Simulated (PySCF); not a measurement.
# C₂HBCl₂: electronic excitations at several levels of theory, part 2 of 2

PySCF 2.14.0. Atoms count from 0. The steps go on from the part before.

## 9. Excited states and response: CAM-B3LYP/def2-SVPD

Job settings and geometry (Å):

```
{"job": {"kind": "uv", "xc": "CAM-B3LYP", "basis": "def2-SVPD", "ip": true}, "charge": 0, "multiplicity": 1}
C      1.643981    -0.361772    -0.046108
C      0.456065    -0.098119    -0.018468
B     -1.022706     0.225600     0.017530
Cl    -2.169235    -0.949338     0.613762
Cl    -1.596476     1.779546    -0.537346
H      2.694611    -0.591927    -0.072530
```

Level: TDDFT CAM-B3LYP/def2-SVPD, vertical, gas phase, core orbitals frozen in the response.

Output:

```text
coarse grid: 7128 points
cycle   1  E = -1021.5414490968  dE =  6.268e-01  |g| = 3.783e-01  |ddm| = 6.764e+00
cycle   2  E = -1021.5543764348  dE = -1.293e-02  |g| = 3.523e-01  |ddm| = 1.383e+00
cycle   3  E = -1021.5867955466  dE = -3.242e-02  |g| = 3.136e-02  |ddm| = 6.887e-01
cycle   4  E = -1021.5868773919  dE = -8.185e-05  |g| = 3.189e-02  |ddm| = 1.552e-01
cycle   5  E = -1021.5871299148  dE = -2.525e-04  |g| = 7.587e-03  |ddm| = 4.619e-02
cycle   6  E = -1021.5871446213  dE = -1.471e-05  |g| = 1.345e-03  |ddm| = 1.629e-02
cycle   7  E = -1021.5871453101  dE = -6.888e-07  |g| = 3.308e-04  |ddm| = 4.321e-03
final grid: 62488 points
cycle   8  E = -1021.7017927418  dE = -1.288e-05  |g| = 2.065e-03  |ddm| = 7.096e-02
cycle   9  E = -1021.7017932241  dE = -4.822e-07  |g| = 1.581e-03  |ddm| = 1.088e-02
cycle  10  E = -1021.7017938855  dE = -6.615e-07  |g| = 2.557e-04  |ddm| = 2.695e-03
cycle  11  E = -1021.7017938961  dE = -1.060e-08  |g| = 1.627e-04  |ddm| = 4.166e-04
cycle  12  E = -1021.7017939028  dE = -6.693e-09  |g| = 2.822e-05  |ddm| = 2.234e-04
cycle  13  E = -1021.7017939031  dE = -2.885e-10  |g| = 6.779e-06  |ddm| = 5.651e-05
converged SCF energy = -1021.7017939031

Static polarisability (au): isotropic 64.102, principal 43.429 64.754 84.122

Singlet excitations
state   eV       nm        f      main configurations
  1   4.5509    272.4   0.00000   H->L 0.93
  2   5.5143    224.8   0.09377   H-1->L 0.79, H->L+2 0.16
  3   5.7216    216.7   0.00000   H-2->L 0.93
  4   6.0495    204.9   0.00020   H-4->L 0.98
  5   6.5962    188.0   0.12326   H-3->L 0.95
  6   6.6745    185.8   0.00000   H-1->L+2 0.90
  7   7.8602    157.7   0.37559   H-5->L 0.51, H->L+2 0.23, H-1->L 0.10
  8   7.9955    155.1   0.00903   H->L+1 0.86
  9   8.2984    149.4   0.31458   H->L+2 0.40, H-5->L 0.36
 10   8.3318    148.8   0.01535   H-1->L+1 0.85, H-1->L+3 0.09

Triplet excitations (Tamm-Dancoff, eV): 4.1417 4.2479 5.3632 5.5541
Vertical ionisation energy (delta-SCF) = 10.9936 eV
Vertical electron affinity (delta-SCF) = 0.6112 eV
```

It took 37 s on 1 thread, shared host.

This run: HOMO -10.00 eV, LUMO -1.33 eV; lowest singlet 4.55 eV.

## 10. Ultraviolet spectrum: wB97X-D/def2-SVPD

The job, as its differences from that of step 9:

```diff
@@ -1,2 +1,2 @@
-{"job": {"kind": "uv", "xc": "CAM-B3LYP", "basis": "def2-SVPD", "ip": true}, "charge": 0, "multiplicity": 1}
+{"job": {"kind": "uv", "xc": "wB97X-D", "basis": "def2-SVPD", "ip": true}, "charge": 0, "multiplicity": 1}
 C      1.643981    -0.361772    -0.046108
```

Method: TDDFT wB97X-D/def2-SVPD, vertical, gas phase, core orbitals frozen in the response.

Output:

```text
coarse grid: 7128 points
cycle   1  E = -1021.5242283566  dE =  6.440e-01  |g| = 3.921e-01  |ddm| = 5.784e+00
cycle   2  E = -1021.5468240927  dE = -2.260e-02  |g| = 3.297e-01  |ddm| = 1.301e+00
cycle   3  E = -1021.5750072125  dE = -2.818e-02  |g| = 3.654e-02  |ddm| = 5.680e-01
cycle   4  E = -1021.5751532338  dE = -1.460e-04  |g| = 3.646e-02  |ddm| = 1.705e-01
cycle   5  E = -1021.5754925459  dE = -3.393e-04  |g| = 5.535e-03  |ddm| = 5.898e-02
cycle   6  E = -1021.5755024310  dE = -9.885e-06  |g| = 1.236e-03  |ddm| = 1.800e-02
final grid: 62488 points
cycle   7  E = -1021.6950956354  dE = -4.271e-05  |g| = 4.106e-03  |ddm| = 1.463e-01
cycle   8  E = -1021.6950964381  dE = -8.027e-07  |g| = 3.558e-03  |ddm| = 1.981e-02
cycle   9  E = -1021.6950992326  dE = -2.794e-06  |g| = 1.215e-03  |ddm| = 5.107e-03
cycle  10  E = -1021.6950996018  dE = -3.692e-07  |g| = 2.176e-04  |ddm| = 1.422e-03
cycle  11  E = -1021.6950996148  dE = -1.298e-08  |g| = 6.390e-05  |ddm| = 7.199e-04
cycle  12  E = -1021.6950996160  dE = -1.277e-09  |g| = 8.310e-06  |ddm| = 1.194e-04
cycle  13  E = -1021.6950996161  dE = -5.753e-11  |g| = 2.469e-06  |ddm| = 4.691e-05
converged SCF energy = -1021.6950996161

Static polarisability (au): isotropic 63.999, principal 43.551 64.553 83.894

Singlet excitations
state   eV       nm        f      main configurations
  1   4.5893    270.2   0.00000   H->L 0.93
  2   5.5471    223.5   0.09523   H-1->L 0.79, H->L+2 0.16
  3   5.7498    215.6   0.00000   H-2->L 0.93
  4   6.0782    204.0   0.00021   H-4->L 0.98
  5   6.6333    186.9   0.12206   H-3->L 0.95
  6   6.7349    184.1   0.00000   H-1->L+2 0.92
  7   7.8621    157.7   0.31417   H-5->L 0.61, H->L+2 0.18, H-1->L 0.08
  8   8.2021    151.2   0.01576   H->L+1 0.82
  9   8.2937    149.5   0.38451   H->L+2 0.46, H-5->L 0.28, H-1->L 0.09
 10   8.5184    145.5   0.02356   H-1->L+1 0.80, H-1->L+3 0.11

Triplet excitations (Tamm-Dancoff, eV): 4.2230 4.3265 5.4884 5.5994
Vertical ionisation energy (delta-SCF) = 10.9589 eV
Vertical electron affinity (delta-SCF) = 0.5606 eV
```

It took 35 s on 1 thread, shared host.

In short: HOMO -10.53 eV, LUMO -0.67 eV; lowest singlet 4.59 eV.

## 11. Excited states and response: LC-wPBE/def2-SVPD

The job, as its differences from that of step 10:

```diff
@@ -1,2 +1,2 @@
-{"job": {"kind": "uv", "xc": "wB97X-D", "basis": "def2-SVPD", "ip": true}, "charge": 0, "multiplicity": 1}
+{"job": {"kind": "uv", "xc": "LC-wPBE", "basis": "def2-SVPD", "ip": true}, "charge": 0, "multiplicity": 1}
 C      1.643981    -0.361772    -0.046108
```

With the program's defaults for keys left out, this is: TDDFT LC-wPBE/def2-SVPD, vertical, gas phase, core orbitals frozen in the response.

Output:

```text
coarse grid: 7128 points
cycle   1  E = -1021.1816858906  dE =  6.985e-01  |g| = 4.202e-01  |ddm| = 5.839e+00
cycle   2  E = -1021.2178089711  dE = -3.612e-02  |g| = 3.044e-01  |ddm| = 1.247e+00
cycle   3  E = -1021.2419247533  dE = -2.412e-02  |g| = 3.989e-02  |ddm| = 6.772e-01
cycle   4  E = -1021.2422353410  dE = -3.106e-04  |g| = 3.582e-02  |ddm| = 2.410e-01
cycle   5  E = -1021.2425599637  dE = -3.246e-04  |g| = 4.467e-03  |ddm| = 7.539e-02
cycle   6  E = -1021.2425686910  dE = -8.727e-06  |g| = 8.664e-04  |ddm| = 2.236e-02
final grid: 62488 points
cycle   7  E = -1021.3944064334  dE = -1.433e-05  |g| = 1.685e-03  |ddm| = 6.044e-02
cycle   8  E = -1021.3944070805  dE = -6.471e-07  |g| = 1.192e-03  |ddm| = 8.899e-03
cycle   9  E = -1021.3944074496  dE = -3.691e-07  |g| = 3.380e-04  |ddm| = 2.267e-03
cycle  10  E = -1021.3944074843  dE = -3.464e-08  |g| = 1.749e-04  |ddm| = 1.163e-03
cycle  11  E = -1021.3944074977  dE = -1.339e-08  |g| = 4.037e-05  |ddm| = 5.172e-04
cycle  12  E = -1021.3944074991  dE = -1.484e-09  |g| = 1.489e-05  |ddm| = 1.250e-04
cycle  13  E = -1021.3944074994  dE = -2.392e-10  |g| = 5.419e-06  |ddm| = 4.130e-05
converged SCF energy = -1021.3944074994

Static polarisability (au): isotropic 62.103, principal 42.372 62.795 81.142

Singlet excitations
state   eV       nm        f      main configurations
  1   4.7321    262.0   0.00000   H->L 0.88
  2   5.6874    218.0   0.08638   H-1->L 0.75, H->L+2 0.16
  3   6.0500    204.9   0.00000   H-2->L 0.88
  4   6.3282    195.9   0.00019   H-4->L 0.96
  5   6.7521    183.6   0.00000   H-1->L+2 0.81, H-1->L+4 0.11
  6   6.9576    178.2   0.13911   H-3->L 0.94
  7   8.1678    151.8   0.44343   H-5->L 0.43, H->L+2 0.22, H-1->L 0.14
  8   8.7164    142.2   0.01481   H->L+1 0.72, H->L+3 0.10
  9   8.7678    141.4   0.33836   H-5->L 0.47, H->L+2 0.31
 10   8.8867    139.5   0.00000   H-6->L 0.69, H->L+10 0.21

Triplet excitations (Tamm-Dancoff, eV): 4.1222 4.3438 5.2852 5.8600
Vertical ionisation energy (delta-SCF) = 11.2072 eV
Vertical electron affinity (delta-SCF) = 0.7489 eV
```

Run time: 47 s. Hardware: 1 thread, shared host.

This run: HOMO -11.48 eV, LUMO -0.29 eV; lowest singlet 4.73 eV.

## 12. Excited states and response: PBE0/6-31G*

The job, as its differences from that of step 11:

```diff
@@ -1,2 +1,2 @@
-{"job": {"kind": "uv", "xc": "LC-wPBE", "basis": "def2-SVPD", "ip": true}, "charge": 0, "multiplicity": 1}
+{"job": {"kind": "uv", "xc": "PBE0", "basis": "6-31G*"}, "charge": 0, "multiplicity": 1}
 C      1.643981    -0.361772    -0.046108
```

Method: TDDFT PBE0/6-31G*, vertical, gas phase, core orbitals frozen in the response.

Output:

```text
coarse grid: 7128 points
cycle   1  E = -1021.6170000153  dE =  6.134e-01  |g| = 3.600e-01  |ddm| = 2.872e+00
cycle   2  E = -1021.6139001573  dE =  3.100e-03  |g| = 3.855e-01  |ddm| = 8.465e-01
cycle   3  E = -1021.6540217472  dE = -4.012e-02  |g| = 4.480e-02  |ddm| = 4.366e-01
cycle   4  E = -1021.6544633362  dE = -4.416e-04  |g| = 2.036e-02  |ddm| = 6.624e-02
cycle   5  E = -1021.6545219567  dE = -5.862e-05  |g| = 1.445e-02  |ddm| = 2.746e-02
cycle   6  E = -1021.6545786905  dE = -5.673e-05  |g| = 1.632e-03  |ddm| = 1.461e-02
cycle   7  E = -1021.6545795527  dE = -8.623e-07  |g| = 3.195e-04  |ddm| = 2.703e-03
final grid: 62488 points
cycle   8  E = -1021.6108580317  dE = -1.216e-05  |g| = 3.168e-03  |ddm| = 1.561e-02
cycle   9  E = -1021.6108583695  dE = -3.378e-07  |g| = 3.099e-03  |ddm| = 8.235e-03
cycle  10  E = -1021.6108611334  dE = -2.764e-06  |g| = 9.005e-04  |ddm| = 4.633e-03
cycle  11  E = -1021.6108613138  dE = -1.803e-07  |g| = 3.295e-04  |ddm| = 9.921e-04
cycle  12  E = -1021.6108613438  dE = -3.008e-08  |g| = 5.688e-05  |ddm| = 3.462e-04
cycle  13  E = -1021.6108613447  dE = -8.683e-10  |g| = 1.303e-05  |ddm| = 6.641e-05
converged SCF energy = -1021.6108613447

Static polarisability (au): isotropic 48.794, principal 22.903 51.150 72.329

Singlet excitations
state   eV       nm        f      main configurations
  1   4.4222    280.4   0.00000   H->L 0.98
  2   5.4829    226.1   0.11359   H-1->L 0.83, H->L+1 0.16
  3   5.5152    224.8   0.00000   H-2->L 0.98
  4   5.8408    212.3   0.00004   H-4->L 0.99
  5   6.4232    193.0   0.11755   H-3->L 0.96
  6   6.8712    180.4   0.00000   H-1->L+1 0.98
  7   7.7578    159.8   0.10322   H-5->L 0.89
  8   8.1726    151.7   0.32408   H->L+1 0.52, H-2->L+1 0.31
  9   8.4903    146.0   0.17295   H-2->L+1 0.59, H-1->L+3 0.19, H->L+1 0.09
 10   8.5129    145.6   0.00000   H-6->L 0.95

Triplet excitations (Tamm-Dancoff, eV): 3.9690 4.0818 5.3335 5.3410
```

Wall time 3.5 s (1 thread, shared host).

This run: HOMO -8.41 eV, LUMO -2.21 eV; lowest singlet 4.42 eV.

## 13. Ultraviolet spectrum: PBE0/def2-SVP

The job, as its differences from that of step 12:

```diff
@@ -1,2 +1,2 @@
-{"job": {"kind": "uv", "xc": "PBE0", "basis": "6-31G*"}, "charge": 0, "multiplicity": 1}
+{"job": {"kind": "uv", "xc": "PBE0", "basis": "def2-SVP"}, "charge": 0, "multiplicity": 1}
 C      1.643981    -0.361772    -0.046108
```

Method: TDDFT PBE0/def2-SVP, vertical, gas phase, core orbitals frozen in the response.

Output:

```text
coarse grid: 7128 points
cycle   1  E = -1021.1535789635  dE =  5.446e-01  |g| = 3.398e-01  |ddm| = 2.946e+00
cycle   2  E = -1021.1490414484  dE =  4.538e-03  |g| = 3.722e-01  |ddm| = 8.196e-01
cycle   3  E = -1021.1859465583  dE = -3.691e-02  |g| = 4.426e-02  |ddm| = 4.438e-01
cycle   4  E = -1021.1862987471  dE = -3.522e-04  |g| = 2.562e-02  |ddm| = 5.793e-02
cycle   5  E = -1021.1864272701  dE = -1.285e-04  |g| = 1.397e-02  |ddm| = 2.832e-02
cycle   6  E = -1021.1864801412  dE = -5.287e-05  |g| = 1.821e-03  |ddm| = 1.290e-02
cycle   7  E = -1021.1864811688  dE = -1.028e-06  |g| = 2.542e-04  |ddm| = 2.516e-03
final grid: 62488 points
cycle   8  E = -1021.2932456546  dE = -1.293e-05  |g| = 2.679e-03  |ddm| = 1.606e-02
cycle   9  E = -1021.2932460865  dE = -4.319e-07  |g| = 2.462e-03  |ddm| = 6.367e-03
cycle  10  E = -1021.2932477767  dE = -1.690e-06  |g| = 8.315e-04  |ddm| = 3.169e-03
cycle  11  E = -1021.2932479294  dE = -1.527e-07  |g| = 2.872e-04  |ddm| = 8.069e-04
cycle  12  E = -1021.2932479522  dE = -2.282e-08  |g| = 4.375e-05  |ddm| = 2.789e-04
cycle  13  E = -1021.2932479527  dE = -4.893e-10  |g| = 1.339e-05  |ddm| = 6.035e-05
converged SCF energy = -1021.2932479527

Static polarisability (au): isotropic 47.801, principal 26.218 46.976 70.209

Singlet excitations
state   eV       nm        f      main configurations
  1   4.5421    273.0   0.00000   H->L 0.96
  2   5.5162    224.8   0.00000   H-2->L 0.96
  3   5.5824    222.1   0.10140   H-1->L 0.81, H->L+1 0.17
  4   5.8380    212.4   0.00000   H-4->L 0.99
  5   6.4480    192.3   0.10219   H-3->L 0.96
  6   6.8695    180.5   0.00000   H-1->L+1 0.98
  7   7.7740    159.5   0.08281   H-5->L 0.89
  8   8.0977    153.1   0.24534   H->L+1 0.47, H-2->L+1 0.44
  9   8.5076    145.7   0.28344   H-2->L+1 0.41, H-1->L+3 0.25, H->L+1 0.16
 10   8.5078    145.7   0.00649   H-3->L+1 0.98

Triplet excitations (Tamm-Dancoff, eV): 4.0817 4.1955 5.3287 5.3544
```

Wall time 3.8 s (1 thread, shared host).

Key values: HOMO -8.48 eV, LUMO -2.17 eV; lowest singlet 4.54 eV.

## 14. TDDFT and polarisability: PBE0/def2-TZVP

The job, as its differences from that of step 13:

```diff
@@ -1,2 +1,2 @@
-{"job": {"kind": "uv", "xc": "PBE0", "basis": "def2-SVP"}, "charge": 0, "multiplicity": 1}
+{"job": {"kind": "uv", "xc": "PBE0", "basis": "def2-TZVP"}, "charge": 0, "multiplicity": 1}
 C      1.643981    -0.361772    -0.046108
```

With the program's defaults for keys left out, this is: TDDFT PBE0/def2-TZVP, vertical, gas phase, core orbitals frozen in the response.

Output:

```text
coarse grid: 7128 points
cycle   1  E = -1021.6857339568  dE =  5.924e-01  |g| = 3.608e-01  |ddm| = 2.804e+00
cycle   2  E = -1021.6818779710  dE =  3.856e-03  |g| = 3.875e-01  |ddm| = 6.700e-01
cycle   3  E = -1021.7187829014  dE = -3.690e-02  |g| = 6.208e-02  |ddm| = 3.071e-01
cycle   4  E = -1021.7192244256  dE = -4.415e-04  |g| = 4.336e-02  |ddm| = 7.229e-02
cycle   5  E = -1021.7196373866  dE = -4.130e-04  |g| = 1.585e-02  |ddm| = 2.918e-02
cycle   6  E = -1021.7197035261  dE = -6.614e-05  |g| = 2.088e-03  |ddm| = 1.482e-02
cycle   7  E = -1021.7197045860  dE = -1.060e-06  |g| = 9.911e-04  |ddm| = 2.606e-03
final grid: 62488 points
cycle   8  E = -1021.7157762113  dE = -2.642e-05  |g| = 4.121e-03  |ddm| = 7.028e-02
cycle   9  E = -1021.7157763733  dE = -1.620e-07  |g| = 3.609e-03  |ddm| = 6.137e-03
cycle  10  E = -1021.7157799834  dE = -3.610e-06  |g| = 7.629e-04  |ddm| = 3.271e-03
cycle  11  E = -1021.7157801064  dE = -1.230e-07  |g| = 1.617e-04  |ddm| = 6.654e-04
cycle  12  E = -1021.7157801110  dE = -4.622e-09  |g| = 7.835e-05  |ddm| = 1.405e-04
cycle  13  E = -1021.7157801123  dE = -1.348e-09  |g| = 3.781e-05  |ddm| = 6.908e-05
cycle  14  E = -1021.7157801127  dE = -3.504e-10  |g| = 6.100e-06  |ddm| = 2.254e-05
converged SCF energy = -1021.7157801127

Static polarisability (au): isotropic 59.359, principal 37.005 59.838 81.234

Singlet excitations
state   eV       nm        f      main configurations
  1   4.4546    278.3   0.00000   H->L 0.97
  2   5.4393    227.9   0.00000   H-2->L 0.97
  3   5.4547    227.3   0.10609   H-1->L 0.82, H->L+1 0.16
  4   5.7668    215.0   0.00011   H-4->L 0.99
  5   6.3077    196.6   0.10183   H-3->L 0.96
  6   6.7477    183.7   0.00000   H-1->L+1 0.98
  7   7.6219    162.7   0.13397   H-5->L 0.84
  8   7.9027    156.9   0.31067   H->L+1 0.52, H-2->L+1 0.31
  9   8.2446    150.4   0.16243   H-2->L+1 0.57, H-1->L+4 0.19, H-5->L 0.09
 10   8.3784    148.0   0.00182   H-3->L+1 0.99

Triplet excitations (Tamm-Dancoff, eV): 4.0252 4.1219 5.2519 5.2942
```

Wall time 11 s (1 thread, shared host).

This run: HOMO -8.57 eV, LUMO -2.36 eV; lowest singlet 4.45 eV.

## 15. Comparing the runs: electronic excitations

Excitations and ground-state properties, with basis size and wall time:

```
                run  lowest singlet (eV)  brightest (eV)      f  gap (eV)  α (Å³)  μ (D)  functions   time
       HF/def2-SVPD                 4.59            8.80  0.925     12.69    8.92   1.99        122    5 s
      LDA/def2-SVPD                 4.06            5.20  0.124      3.98   10.08   1.66        122   26 s
      PBE/def2-SVPD                 4.11            5.21  0.119      4.05   10.01   1.67        122   37 s
    B3LYP/def2-SVPD                 4.37            7.65  0.265      5.76    9.72   1.74        122   31 s
     PBE0/def2-SVPD                 4.45            7.87  0.236      6.19    9.59   1.77        122   38 s
BHandHLYP/def2-SVPD                 4.60            8.05  0.499      8.35    9.31   1.85        122   34 s
CAM-B3LYP/def2-SVPD                 4.55            7.86  0.376      8.67    9.50   1.77        122   37 s
  wB97X-D/def2-SVPD                 4.59            8.29  0.385      9.86    9.48   1.81        122   35 s
  LC-wPBE/def2-SVPD                 4.73            8.17  0.443     11.19    9.20   1.79        122   47 s
        PBE0/6-31G*                 4.42            8.17  0.324      6.20    7.23   1.99         80  3.5 s
      PBE0/def2-SVP                 4.54            8.51  0.283      6.31    7.08   1.61         83  3.8 s
     PBE0/def2-TZVP                 4.45            7.90  0.311      6.21    8.80   1.66        173   11 s
```

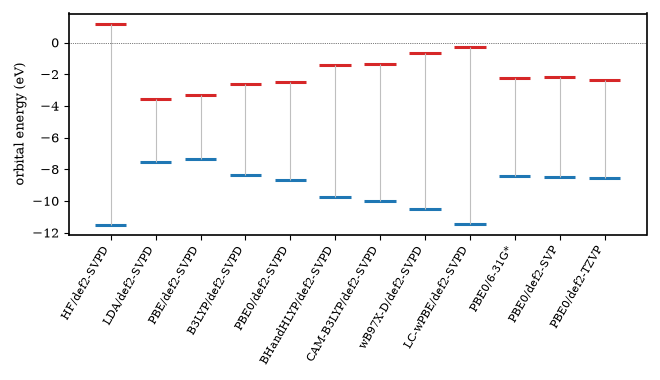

HOMO (blue) and LUMO (red) run by run.

## 16. Outcome

This closing draws on all 2 parts.

| quantity | value |
| --- | --- |
| point group | C2v |
| rotational constants (main isotopes) | 3.18, 2.72, 1.47 GHz |
| lowest singlet (HF/def2-SVPD) | 4.59 eV (270 nm), f = 0.000 |
| brightest single state of those computed | state 8, 8.80 eV, f = 0.925 |
| lowest triplet | 3.83 eV |
| vertical ionisation energy (ΔSCF) | 9.90 eV |
| range of the lowest singlet | 4.06 to 4.73 eV |

Single values in the summary come from the first run of each kind that ended normally (HF/def2-SVPD), which need not be the best level. Over 4 steps the energy fell by 0.042 eV; of the close pairs, B2–Cl4 changed most, 1.720 to 1.747 Å. No frequency check was run at this level, so the end point may be a saddle. The first singlet state (HOMO→LUMO 0.81) lies at 4.59 eV and is dark; of the 10 states computed, the strongest absorption comes from state 8 at 8.80 eV. The lowest triplet lies 0.76 eV below the lowest singlet (triplets in Tamm-Dancoff, singlets in full TDDFT). At HF/def2-SVPD, the highest states lie near or above the ionisation energy, where they hang on the basis. The orbital energy would give 11.49 eV for ionisation, ΔSCF gives 9.90 eV. The lowest singlet runs from 4.06 eV (LDA/def2-SVPD) to 4.73 eV (LC-wPBE/def2-SVPD), while the orbital gap spans 3.98 to 12.69 eV. The lowest state need not be the same one in every run. The runs solved for a few states only, so the brightest column depends on that window.
